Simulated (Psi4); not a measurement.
# HCl (SMILES Cl) at M06-L/def2-TZVPPD

What is the vertical ionisation energy of HCl at M06-L/def2-TZVPPD? 

The results are computed with Psi4 1.11.

1 further run of the same task is left out (it didn't finish).

### 1 The system as given

HCl: 2 atoms, total charge 0, spin state singlet. As SMILES, `Cl`. The shape is that of a PBE0-D4/def2-TZVP optimisation.

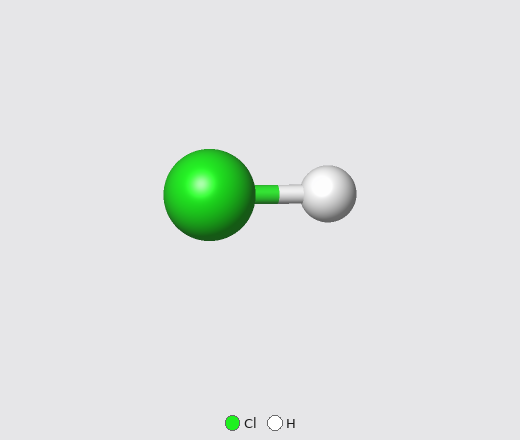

The structure, seen from a chosen angle (chlorine green, hydrogen white).

### 2 Energy and forces at M06-L/def2-TZVPPD

Input file calc.dat:

```
memory 1600 mb

molecule molecule1 {
  0 1
  Cl     1.03179046    -0.33731611     0.53063510
  H     -1.03179046     0.33731611    -0.53063510
  units au
  symmetry c1
  no_reorient
  no_com
}

set basis def2-TZVPPD
set puream true
set e_convergence 1e-09
set d_convergence 1e-08
set scf_type pk
set dft_radial_points 99
set dft_spherical_points 590

result, w = gradient("m06-l", return_wfn=True)
oeprop(w, "LOWDIN_CHARGES", "QUADRUPOLE", "DIPOLE")
```

Launch:

```sh
psi4 -i calc.dat -o calc.out -n 1
```

calc.out, shortened:

```text
[...]
  Running in c1 symmetry.
[...]
  Nuclear repulsion =    7.034776967508856
[...]
  Multiplicity = 1
[...]
  Nalpha       = 9
  Nbeta        = 9
[...]
    Number of basis functions: 68
[...]
   @RKS iter   1:  -460.78595628925359   -7.94795e-02   4.35220e-03 DIIS/ADIIS
[...]
   @RKS iter   9:  -460.81182876821390   -4.43379e-12   1.29207e-09 DIIS
[...]
    Orbital Energies [Eh]
    ---------------------
    Doubly Occupied:
       1A   -101.184338     2A     -9.414837     3A     -7.123482
       4A     -7.113538     5A     -7.113538     6A     -0.811467
       7A     -0.445734     8A     -0.303969     9A     -0.303969
[...]
  @RKS Final Energy:  -460.81182876821390
   => Energetics <=
    Nuclear Repulsion Energy =              7.0347769675088561
    One-Electron Energy =                -650.0829781989682488
    Two-Electron Energy =                 210.8523689488432638
    DFT Exchange-Correlation Energy =     -28.6159964855977371
    Empirical Dispersion Energy =           0.0000000000000000
    VV10 Nonlocal Energy =                  0.0000000000000000
    Total Energy =                       -460.8118287682138998
[...]
  -Total Gradient:
     Atom            X                  Y                   Z
    ------   -----------------  -----------------  -----------------
       1        0.001842694087    -0.000602419244     0.000947671260
       2       -0.001924059395     0.000629019443    -0.000989516274
[...]
 Multipole Moments:
 ------------------------------------------------------------------------------------
     Multipole            Electronic (a.u.)      Nuclear  (a.u.)        Total (a.u.)
 ------------------------------------------------------------------------------------
 L = 1.  Multiply by 2.5417464519 to convert [e a0] to [Debye]
 Dipole X            :        -16.8812735           16.5086474           -0.3726262
 Dipole Y            :          5.5188779           -5.3970578            0.1218201
 Dipole Z            :         -8.6817979            8.4901616           -0.1916363
 Magnitude           :                                                    0.4363655
 L = 2.  Multiply by 1.3450342976 to convert [e a0^2] to [Debye ang]
 Quadrupole XX       :        -28.1644442           19.1626480           -9.0017963
 Quadrupole XY       :          5.8416321           -6.2647118           -0.4230797
[...]
```

Run time: 9.6 s. Hardware: 1 thread of Intel Xeon Platinum 8259CL at 2.50GHz (Skylake/Cascade Lake), shared host; peak memory 0.76 GiB.

### 3 The doublet cation: the energy at UM06-L/def2-TZVPPD

Input file clh.xyz:

```xyz
2
ClH
Cl     0.546000    -0.178500     0.280800
H     -0.546000     0.178500    -0.280800
```

Input file run_ase.py:

```python
import numpy as np
from ase.calculators.psi4 import Psi4
from ase.io import read

mol = read('clh.xyz')
calc = Psi4(atoms=mol, method='m06-l', basis='def2-TZVPPD', memory='1600MB', num_threads=1, charge=1, multiplicity=2, label='clh', reference='uks')
calc.psi4.set_options({'puream': True, 'e_convergence': 1e-09, 'd_convergence': 1e-08, 'scf_type': 'pk', 'dft_radial_points': 99, 'dft_spherical_points': 590, 'maxiter': 100})
mol.calc = calc

print(f'energy: {mol.get_potential_energy():.6f} eV')
```

Launch:

```sh
python run_ase.py
```

clh.dat, shortened:

```text
[...]
  Running in c1 symmetry.
[...]
  Nuclear repulsion =    7.034776949773978
[...]
  Multiplicity = 2
[...]
  Nalpha       = 9
  Nbeta        = 8
[...]
    Number of basis functions: 68
[...]
   @UKS iter   1:  -460.32979349213332    3.76683e-01   2.86444e-03 ADIIS/DIIS
[...]
   @UKS iter  10:  -460.34474356220090   -2.89901e-12   8.92070e-09 DIIS
[...]
   @S^2 Observed:                7.550078654E-01
[...]
    Orbital Energies [Eh]
    ---------------------
    Alpha Occupied:
       1A   -101.638513     2A     -9.859419     3A     -7.578341
       4A     -7.563572     5A     -7.552978     6A     -1.228746
       7A     -0.822130     8A     -0.738408     9A     -0.685845
    Alpha Virtual:
      10A     -0.324801    11A     -0.168236    12A     -0.147554
      13A     -0.128216    14A     -0.126151    15A     -0.124366
      16A     -0.108115    17A     -0.101948    18A     -0.100597
      19A      0.026429    20A      0.037862    21A      0.060180
      22A      0.071254    23A      0.177264    24A      0.189736
      25A      0.212827    26A      0.213423    27A      0.213959
[...]
  @UKS Final Energy:  -460.34474356220090
   => Energetics <=
    Nuclear Repulsion Energy =              7.0347769497739776
    One-Electron Energy =                -642.5201661980609060
    Two-Electron Energy =                 203.4333241494043136
    DFT Exchange-Correlation Energy =     -28.2926784633183317
    Empirical Dispersion Energy =           0.0000000000000000
    VV10 Nonlocal Energy =                  0.0000000000000000
    Total Energy =                       -460.3447435622009039
[...]
 Multipole Moments:
 ------------------------------------------------------------------------------------
     Multipole            Electronic (a.u.)      Nuclear  (a.u.)        Total (a.u.)
 ------------------------------------------------------------------------------------
 L = 1.  Multiply by 2.5417464519 to convert [e a0] to [Debye]
 Dipole X            :          0.4886424           -1.0230426           -0.5344002
 Dipole Y            :         -0.1597485            0.3344562            0.1747078
 Dipole Z            :          0.2513018           -0.5261362           -0.2748344
 Magnitude           :                                                    0.6258117
[...]
```

Standard output:

```text
energy: -12526.618521 eV
```

It took 11 s on 1 thread of Intel Xeon Platinum 8259CL at 2.50GHz (Skylake/Cascade Lake), shared host; peak memory 0.78 GiB.

### 4 Outcome

At M06-L/def2-TZVPPD:

| quantity | value |
| --- | --- |
| singlet HCl: total energy | -460.81183 Eh |
| singlet HCl: dipole moment | 1.11 D |
| singlet HCl: HOMO energy | -8.27 eV |
| singlet HCl: LUMO energy | -0.41 eV |
| singlet HCl: HOMO–LUMO gap | 7.87 eV |
| singlet HCl: largest force on an atom | 0.116 eV/Å |
| doublet cation: total energy | -460.34474 Eh |
| doublet cation: HOMO energy (highest over α and β) | -17.92 eV |
| doublet cation: LUMO energy (lowest over α and β) | -16.95 eV |
| doublet cation: ⟨S²⟩ | 0.755 |
| vertical ionisation energy (to the doublet cation) | 12.710 eV |

**Reading.** Removing an electron at fixed nuclei costs 12.71 eV (293 kcal/mol). −ε(HOMO) before ionisation, 8.27 eV, is 4.44 eV below this ionisation energy.
